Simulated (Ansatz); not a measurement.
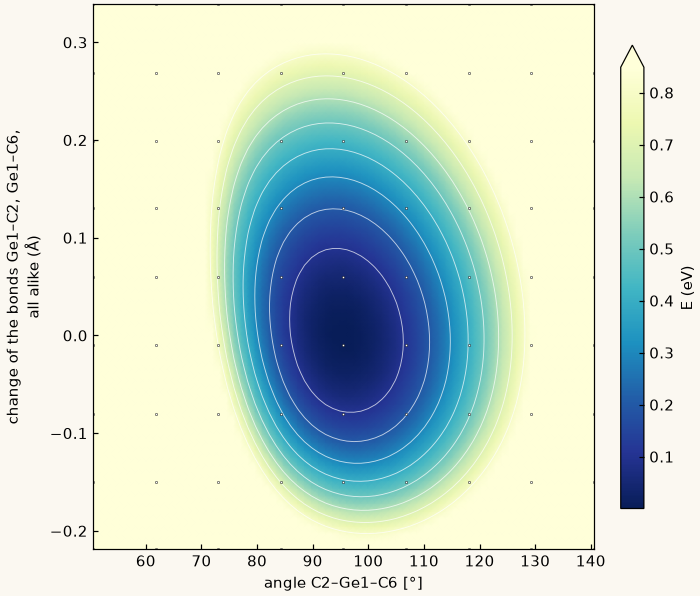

GeMe2 (C2H6Ge). The first coordinate is: angle C2–Ge1–C6; the second: change of the bonds Ge1–C2, Ge1–C6, all alike. Nothing is relaxed (all other coordinates rigid). The grid has 9 × 9 points. Points are written as (first, second). Energies are in eV, from the relaxed molecule at the same level. The calculation used RKS PBE0-D4/def2-TZVP in Ansatz 0.2.0.

In the figure: a smooth colour map with a few white contour lines, dots at the grid points, one colour for all values above the top of the scale. Between grid points the surface is interpolated.

Where is the minimum, and how stiff is the well along each coordinate?

Answer. The interpolated minimum is at angle C2–Ge1–C6 ≈ 95.3°, the second coordinate ≈ 0.000 Å. The curvatures there are about 6.1 eV/rad² and 29 eV/Å², with a cross term of about 1.9 eV/(rad·Å). Round the minimum the two coordinates are weakly coupled (coupling 0.14 in units of the two stiffnesses).
